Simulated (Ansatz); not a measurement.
# NbInGa in the AlB2 type: lattice stability ahead of a resistivity run, part 2 of 3

The plan: relax NbInGa in the AlB2 type, check its phonons, and, if the lattice is stable, compute its Eliashberg function and ρ(T).

Ansatz 0.2.0; DFT PBE, scalar-relativistic, plane waves, PAW; PAW set soft_1.

So far. Step 3 (Relaxation): The largest force is now zero by symmetry and the largest stress component 0.0050 GPa. The relaxed cell has a = 4.753, c = 2.866 Å (conventional setting).

The structure was built from a prototype and need not be the compound's stable phase.

**4. Tight relaxation**

No force is left; the cell is relaxed once more with another smearing and tight thresholds.

File input.yaml:

```yaml
crystal:
  lattice:
    - [4.7529109657, 0.0, 0.0]
    - [-2.3764554828, 4.1161416383, 0.0]
    - [0.0, 0.0, 2.8660901277]
  atoms:
    - { symbol: Nb, position: [0.0, 0.0, 0.0] }
    - { symbol: Ga, position: [0.3333333333, 0.6666666667, 0.5] }
    - { symbol: In, position: [0.6666666667, 0.3333333333, 0.5] }
kpoints:
  mp_grid: { grid: [6, 6, 10] }
hamiltonian:
  xc: pbe
  pseudopotentials: { kind: paw, azcp: { folder: soft_1 } }
scf:
  occupations: { method: methfessel_paxton, width: 0.2 }
output:
  forces: true
  stress: true
  eigenvalues: true
relax:
  adjacent_minimum: "off"
  f_tol: 0.001
  max_steps: 60
  cell: { stress_tol: 0.01 }
```

Command:

```bash
$ ansatz run input.yaml --threads 4 --pin off --max-ram 12288MiB --backend cpu --events-out ev --progress --plain --runs-dir out
```

Numbers of over 12 decimals in the logs are rounded to 6 here.

Log:

```text
[the first part of the log is left out]
  E_vxc        = -346.202045  (∫ρ·V_xc dr)
  E_paw        = -9282.882266  (= ΣΔE_a)
  E_vpaw       = -801.413550  (= ΣTr[D̂ρ^β])
  E_aug_tail   = -0.000030  (compensation charges beyond the density's cutoff)
  E_ewald      = -3967.823107
  E_smearing   = -0.000465  (= −TS)
  E_closure    = -0.000000  (closes the sum)
  Σ components = -13932.883810   (vs F -13932.883810, Δ=0.00e0)
[...]
--- Stress (GPa, compression-positive) ---
        0.000103       0.000000      -0.000000
        0.000000       0.000103      -0.000000
       -0.000000      -0.000000      -0.000079
  P = ⅓ Tr σ = 0.0000 GPa (0.000 kbar)
--- Band table (eV; the first three rows and the last of 42) ---
[...]
--- Relaxed structure (5 steps of the walk, 5 accepted, 1 SCFs on fresh bases) ---
[...]
cell:  # Å, volume = 56.0173 Å³
    - [4.749677, -2.884797088247226e-11, 0.0]
    - [-2.374839, 4.113341, 0.0]
    - [0.0, 0.0, 2.867237]
  atoms:
    - { symbol: Nb, position: [0, 0, 0.0] }
    - { symbol: Ga, position: [0.333333, 0.666667, 0.500000] }
    - { symbol: In, position: [0.666667, 0.333333, 0.500000] }
```

It took 7.9 s on 4 threads of Arm Neoverse V2, shared host; peak memory 0.49 GiB; 29 s of CPU time.

Little changed from the start: no atom moved by 0.005 Å and no cell edge by 0.1 %.

This step gave:

```yaml
pressure: 4.25e-5 GPa
volume_per_atom: 18.67 Å³/atom
```

The largest force is now zero by symmetry and the largest stress component 1.0e-4 GPa, small enough for phonons.

**5. Lattice stability: q 2×2×2, k 4×4×6**

Couplings are defined for a stable lattice alone, so phonons come first.

File input.yaml:

```yaml
crystal:
  lattice:
    - [4.7496773819, 0.0, 0.0]
    - [-2.3748386909, 4.1133412725, 0.0]
    - [0.0, 0.0, 2.8672372027]
  atoms:
    - { symbol: Nb, position: [0.0, 0.0, 0.0] }
    - { symbol: Ga, position: [0.3333333333, 0.6666666667, 0.5] }
    - { symbol: In, position: [0.6666666667, 0.3333333333, 0.5] }
kpoints:
  mp_grid: { grid: [4, 4, 6] }
hamiltonian:
  xc: pbe
  pseudopotentials: { kind: paw, azcp: { folder: soft_1 } }
scf:
  occupations: { method: methfessel_paxton, width: 0.2 }
output:
  eigenvalues: true
phonons:
  method: dfpt
  qmesh: [2, 2, 2]
  temperatures: { t_max: 1000, t_step: 50 }
  qpath:
    path:
      - [[0.0, 0.0, 0.0], [0.5, 0.0, 0.0], [0.33333333, 0.33333333, 0.0], [0.0, 0.0, 0.0], [0.0, 0.0, 0.5], [0.5, 0.0, 0.5], [0.33333333, 0.33333333, 0.5], [0.0, 0.0, 0.5]]
      - [[0.5, 0.0, 0.5], [0.5, 0.0, 0.0]]
      - [[0.33333333, 0.33333333, 0.5], [0.33333333, 0.33333333, 0.0]]
    npoints: 10
```

Log:

```text
[...]
Crystal: 3 atoms, lattice volume = 56.017 Å³
Basis set: ecut = 420 eV, 1119 PW (Γ), exchange–correlation on 64×64×40 points (8 copies of the dense FFT grid, shifted against one another)
Bands: 24, of which v1, the nominal top of the filled ones, is band 20 counted from 1 (19 counted from 0)
Symmetry: 12 space group operations
k-points: 16 of 96 (time reversal used)
[...]
SCF iter   1: F=—  HF=-13933.387155 eV  |F-HF|=—  |Δ(HF+E_count)|=         —  Δρ=4.90e-2  dr2=1.52e0  ethr=3.10e-3  ⟨swp⟩=5.1  Hψ=1636  notcnv=0
[...]
SCF iter  10: F=-13932.913503 eV  HF=-13932.913503 eV  |F-HF|=0.00e0  |Δ(HF+E_count)|=  4.00e-11  S|Δr|=    0.00e0  Δρ=6.89e-8  dr2=2.13e-12  ethr=1.00e-12  ⟨swp⟩=5.4  Hψ=1653  notcnv=0
SCF 1 converged in 10 iterations: F = -13932.913503 eV  dr2 = 2.13e-12
[...]
phonons: the bands overlap, so this run is a metal and interpolates without the dipole-dipole term. If the crystal is really an insulator or semiconductor, its LO-TO splitting is missing
NSCF: frozen V_eff on 16 k-points
[...]
DFPT response loops at q = (0, 0, 0) (fractional): preconditioner auto → Kerker (q_TF=auto, 2.569 Å⁻¹) (partly filled bands, converged f_vac=0.000); β = 1.00, the filter's whole step (`scf.mixing.beta` (0.50) is not read by the response loops under this deck's `scf.mixing.preconditioner`; to damp them name `kerker` or `kerker_dos`, under which they read `scf.mixing.beta`, and type it under 1.00, their step now; both keys bind the ground state too); Broyden in place of MSR1
[...]
SCF converged after 10 iterations
Stability not checked: this state was not tested for a lower state beside it, because cold or Methfessel-Paxton smearing, or corrected tetrahedra, fill the levels in a way that the test cannot read (fill_not_monotonic; see scf.lower_state_search)
Free energy (F): -13932.913503 eV
[...]
Internal energy: -13932.913887 eV  (E = F + TS)
E sigma→0 (E₀):  -13932.913599 eV
Entropy (-TS):   0.000385 eV (0.128 meV/atom)
Fermi energy:    14.238937 eV
[...]
--- Band table (eV; the first three rows and the last of 16) ---
  k-point 0: bands = [... 16 lower, 10.9230, 11.9220, 12.2660, 15.6899, 15.6899, 16.8452, 16.8452, 18.7688]
  k-point 1: bands = [... 16 lower, 11.4591, 12.4177, 13.0782, 14.3653, 14.3653, 18.1335, 18.1584, 18.1584]
  k-point 2: bands = [... 16 lower, 12.9202, 12.9202, 12.9905, 12.9905, 13.8646, 17.3645, 17.4027, 17.4027]
  k-point 15: bands = [... 16 lower, 11.1464, 12.1460, 12.7207, 15.0892, 15.2428, 15.7262, 16.8298, 16.8362]
--- Phonons (Γ-DFPT): 6 representative perturbations + reference (Σ response iterations 18) ---
  ASR residual: 6.125e-5 → 0.000e0 eV/Å²; symmetrization residual: 2.131e-5 eV/Å²
  ASR residual per site (eV/Å²): 4.21e-5 3.49e-5 6.13e-5
  Γ frequencies (cm⁻¹): 0.00 0.00 0.00 31.48 110.27 125.54 125.54 176.89 176.89
--- Phonons (arbitrary-q DFPT): 4 irreducible q on the 2×2×2 mesh ---
  q = [0.0000, 0.0000, 0.0000] (star 1, of the zone-centre solve; hermiticity 5.95e-6, symmetrization 2.29e-10): -0.00 -0.00 0.00 31.48 110.27 125.54 125.54 176.89 176.89
  q = [0.0000, 0.0000, -0.5000] (star 1, 6 solved perturbations in 132 linear systems a pass and spin channel, the states on 28 of 96 k-point pairs; hermiticity 3.62e-6, symmetrization 8.71e-8): 46.58 88.57 88.57 115.79 174.39 174.39 183.50 183.50 192.25
  q = [0.0000, -0.5000, 0.0000] (star 3, 9 solved perturbations on 28 of 96 k-point pairs; hermiticity 1.01e-4, symmetrization 2.94e-5): -58.30 40.05 65.25 85.42 100.38 110.06 139.65 171.66 194.59
[...]
sum rule: each row above includes the acoustic sum rule's correction from the zone centre's row sums; it moved no ω² by more than (0.38 cm⁻¹)²
  mesh force constants: q→R imaginary residual 1.93e-17; ASR residual 6.125e-5 → 0.000e0 eV/Å²; symmetrization residual 4.441e-15 eV/Å²
  interpolated dispersion: 93 rows × 9 modes
  density of states and harmonic sums: on the 16×16×22 q-mesh, interpolated from the force constants of a 2×2×2 supercell (no non-analytic term)
  largest difference from the sums on the solved wave vectors: F 1.14e-1 eV, S 1.62e-4 and C_V 4.82e-5 eV/K
  zero-point energy: 0.069977 eV/cell   skipped modes (ω ≤ 0): 77, of them read as no rigid motion or as one in doubt: 74 (1.912e-1 modes/cell left out, lowest -58.30 cm⁻¹)   left out of the sums: 2.13e-2 of the cell's modes: C_V's classical limit lies that fraction below 3 k_B per atom; for a crystal, a wire or a layer, F and S can be off by more, and a phonons.interpolated_qmesh denser along its periods is the remedy for the sampling
```

Elapsed: 30 s, on 4 threads; peak memory 0.56 GiB.

This step gave:

- share of imaginary modes in the plain interpolation between solved wavevectors: 0.0233
- highest frequency, solved or plainly interpolated: 217.3 cm⁻¹

Solved on the 2×2×2 mesh alone; all other wavevectors are interpolated. Phonon branches along the path, in cm⁻¹:

```csv
point,branch 1,branch 2,branch 3,branch 4,branch 5,branch 6,branch 7,branch 8,branch 9
Γ,0,0,0,32,110,126,126,177,177
M,-58,40,65,85,100,110,140,172,195
K,43,47,48,67,99,111,152,167,190
Γ,0,0,0,32,110,126,126,177,177
A,47,89,89,116,174,174,184,184,192
L,64,106,109,147,162,180,181,187,217
H,53,108,131,153,154,155,191,201,214
A,47,89,89,116,174,174,184,184,192
jump to L,64,106,109,147,162,180,181,187,217
M,-58,40,65,85,100,110,140,172,195
jump to H,53,108,131,153,154,155,191,201,214
K,43,47,48,67,99,111,152,167,190
```

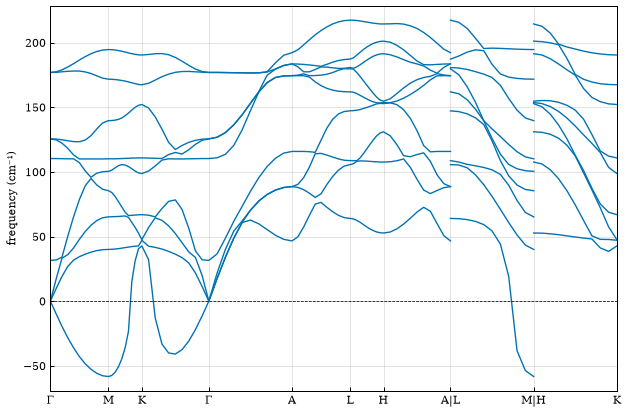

Phonon branches along the path.

Lowest modes at the softest wavevector of the mesh. The modes at q = (0.500, 0.000, 0.000) (shares of kinetic energy by element, %) (negative means imaginary):

```csv
mode,frequency (cm⁻¹),Nb %,Ga %,In %
1,-58.3,61,2,36
2,40.0,1,95,4
3,65.2,3,5,92
4,85.4,23,58,19
5,100.4,12,34,55
6,110.1,96,0,4
```

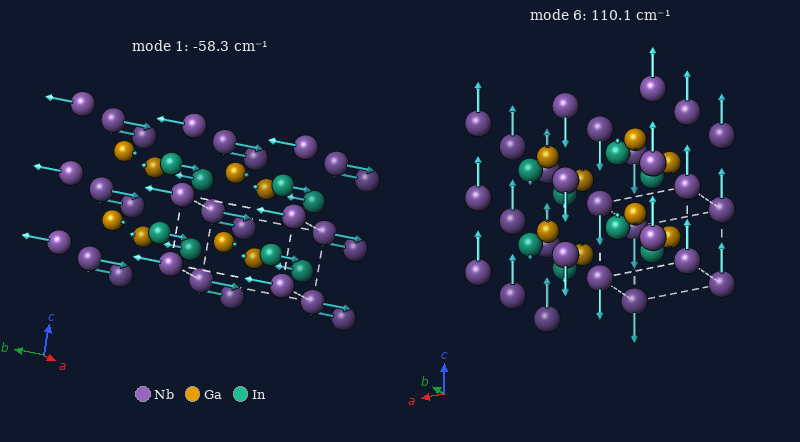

Displacement patterns of modes 1 and 6 at q = (0.500, 0.000, 0.000); arrows are exaggerated. 2×2×2 cells are drawn. Some periodic images of atoms are drawn too.

Among the solved wavevectors the lowest mode, translations apart, is -58.3 cm⁻¹, imaginary.

**6. Phonons: q 3×3×2, k 6×6×8**

An imaginary mode on so few k-points may come from the sampling, so the phonons are repeated with another q and k mesh.

Changes to input.yaml since step 5:

```diff
@@ -10,3 +10,3 @@
 kpoints:
-  mp_grid: { grid: [4, 4, 6] }
+  mp_grid: { grid: [6, 6, 8] }
 hamiltonian:
@@ -20,3 +20,3 @@
   method: dfpt
-  qmesh: [2, 2, 2]
+  qmesh: [3, 3, 2]
   temperatures: { t_max: 1000, t_step: 50 }
```

Log:

```text
[...]
Crystal: 3 atoms, lattice volume = 56.017 Å³
Basis set: ecut = 420 eV, 1119 PW (Γ), exchange–correlation on 64×64×40 points (8 copies of the dense FFT grid, shifted against one another)
Bands: 24, of which v1, the nominal top of the filled ones, is band 20 counted from 1 (19 counted from 0)
Symmetry: 12 space group operations
k-points: 35 of 288 (time reversal used)
[...]
SCF iter   1: F=—  HF=-13933.341757 eV  |F-HF|=—  |Δ(HF+E_count)|=         —  Δρ=4.84e-2  dr2=1.51e0  ethr=3.10e-3  ⟨swp⟩=5.1  Hψ=3494  notcnv=0
[...]
SCF iter  11: F=-13932.870644 eV  HF=-13932.870644 eV  |F-HF|=3.64e-12  |Δ(HF+E_count)|=    0.00e0  S|Δr|=    0.00e0  Δρ=3.15e-8  dr2=2.12e-13  ethr=1.00e-12  ⟨swp⟩=5.0  Hψ=3251  notcnv=0
SCF 1 converged in 11 iterations: F = -13932.870644 eV  dr2 = 2.12e-13
[...]
SCF converged after 11 iterations
[...]
Free energy (F): -13932.870644 eV
[...]
Internal energy: -13932.873744 eV  (E = F + TS)
E sigma→0 (E₀):  -13932.871419 eV
Entropy (-TS):   0.003100 eV (1.033 meV/atom)
Fermi energy:    14.400438 eV
[...]
--- Band table (eV; the first three rows and the last of 35) ---
  k-point 0: bands = [... 16 lower, 10.9277, 11.9178, 12.2367, 15.6951, 15.6951, 16.8224, 16.8224, 18.7723]
  k-point 1: bands = [... 16 lower, 11.2325, 12.2150, 12.7136, 14.7703, 14.7703, 17.7361, 17.7361, 18.6596]
  k-point 2: bands = [... 16 lower, 12.1000, 12.9843, 13.4173, 13.5857, 13.5857, 16.8199, 18.1044, 18.1044]
  k-point 34: bands = [... 16 lower, 11.7154, 11.7874, 13.1377, 15.0110, 15.2564, 16.0269, 16.0433, 16.0541]
[...]
ASR residual: 4.308e-5 → 0.000e0 eV/Å²; symmetrization residual: 2.228e-5 eV/Å²
  ASR residual per site (eV/Å²): 1.38e-5 2.05e-5 4.31e-5
  Γ frequencies (cm⁻¹): 0.00 0.00 0.00 41.73 111.83 116.24 116.24 186.51 186.51
--- Phonons (arbitrary-q DFPT): 6 irreducible q on the 3×3×2 mesh ---
[...]
interpolated dispersion: 93 rows × 9 modes
[...]
```

Elapsed: 1.9 min, on 4 threads; peak memory 0.78 GiB.

This step gave:

```
share of imaginary modes in the plain interpolation between solved wavevectors : 0.0104
highest frequency, solved or plainly interpolated                              : 209.3 cm⁻¹
```

Solved on the 3×3×2 mesh alone; all other wavevectors are interpolated. The phonon branches at the labelled points (cm⁻¹):

```csv
point,branch 1,branch 2,branch 3,branch 4,branch 5,branch 6,branch 7,branch 8,branch 9
Γ,0,0,0,42,112,116,116,186,186
M,-25,45,67,98,106,116,134,175,195
K,27,48,68,102,114,128,158,168,188
Γ,0,0,0,42,112,116,116,186,186
A,86,86,114,133,133,148,178,178,191
L,62,89,91,108,149,149,188,188,209
H,52,82,110,129,154,156,162,206,207
A,86,86,114,133,133,148,178,178,191
jump to L,62,89,91,108,149,149,188,188,209
M,-25,45,67,98,106,116,134,175,195
jump to H,52,82,110,129,154,156,162,206,207
K,27,48,68,102,114,128,158,168,188
```

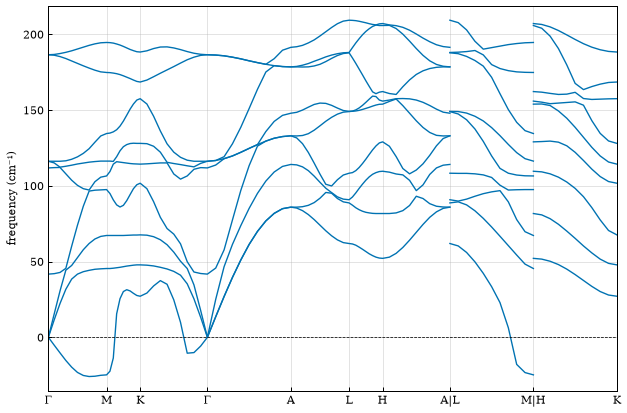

Phonon branches along the path.

Lowest modes at the softest wavevector of the mesh. Modes at q = (0.333, -0.333, 0.000), with each element's share of the kinetic energy (negative means imaginary):

```csv
mode,frequency (cm⁻¹),Nb %,Ga %,In %
1,-25.8,47,11,41
2,43.9,2,93,5
3,60.7,10,5,84
4,93.5,33,18,50
5,97.3,42,46,12
6,115.4,88,2,10
```

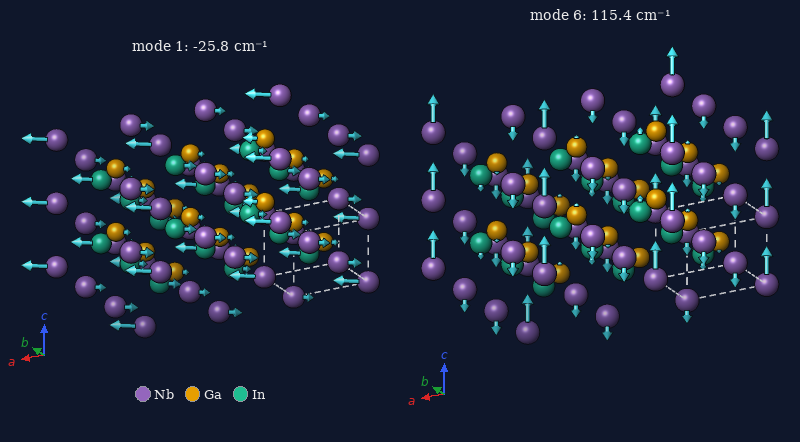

Displacement patterns of modes 1 and 6 at q = (0.333, -0.333, 0.000); arrows are exaggerated. 3×3×2 cells are drawn. Some periodic images of atoms are drawn too.

The modes has structure finer than the step of the table below, so its rows give means over 20 cm⁻¹, whole bins alone (the curve runs from -35.8 to 225 cm⁻¹). Peaks (cm⁻¹: height): Ga 47.8: 0.0256, 80.6: 0.0203, 151.0: 0.0206, 178.9: 0.0406, 192.0: 0.0432; In 69.1: 0.0216, 108.4: 0.0229, 178.9: 0.0359, 192.0: 0.0497; Nb 116.6: 0.0514, 149.4: 0.0331, 192.0: 0.0128.

Phonopy on the run's constants, 13x13x19 mesh, Gaussian sigma 2.0 cm⁻¹. Table of modes by wavenumber; means over each step; values in 1/cm⁻¹/cell:

```csv
wavenumber (cm⁻¹),Ga,In,Nb
-20,3.6e-4,0.00109,0.00112
0,4.7e-4,0.00113,0.00104
20,0.00199,0.00357,0.00260
40,0.0126,0.00979,0.00445
60,0.0190,0.0180,0.00625
80,0.0177,0.0167,0.0141
100,0.0160,0.0163,0.0234
120,0.0121,0.0160,0.0373
140,0.0131,0.00780,0.0293
160,0.0117,0.00750,0.0139
180,0.0305,0.0299,0.00882
200,0.0144,0.0222,0.00761
```

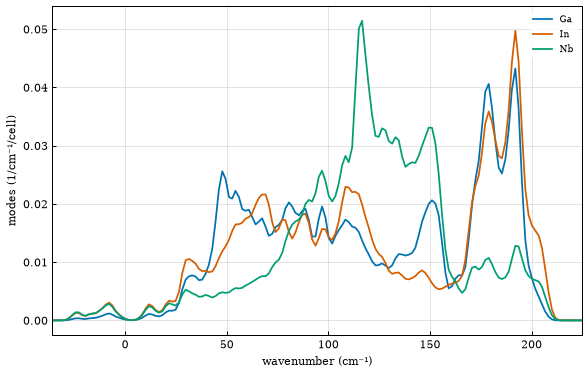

Modes, plotted against wavenumber.

No LO-TO term; unit eigenvectors of the mass-weighted matrix. The modes at Γ (shares of kinetic energy by element, %):

```csv
mode,frequency (cm⁻¹),symmetry,Nb %,Ga %,In %
1,0.0,unnamed,33,25,41
2,0.0,unnamed,33,25,41
3,0.0,unnamed,33,25,41
4,41.7,A2'',2,71,27
5,111.8,A2'',64,4,31
6,116.2,E',64,27,10
7,116.2,E',64,27,10
8,186.5,E',3,48,49
9,186.5,E',3,48,49
```

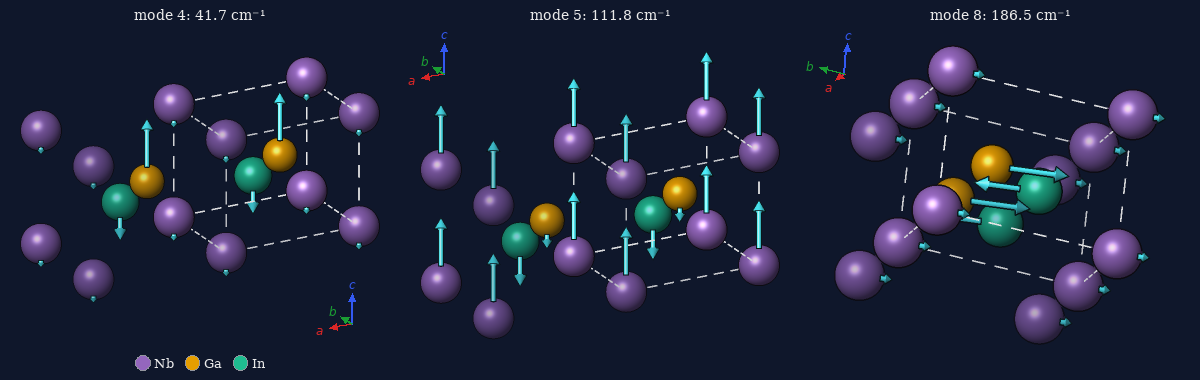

Displacement patterns of modes 4, 5 and 8 at Γ; arrows are exaggerated. 2×1×1 cells are drawn. Some periodic images of atoms are drawn too.

Among the solved wavevectors the lowest mode, translations apart, is -25.8 cm⁻¹, imaginary.

(Part 2 of 3 ends here.)

[Logs are printed without paths, hosts, clocks, repeated set-up lines and the standing remarks that a program may print on its own settings, such as how far it seeks lower states.]

[Hosts, paths, dates, database ids (printed as entryN), source tags and the programs' standing remarks are cut or masked in the printed files.]
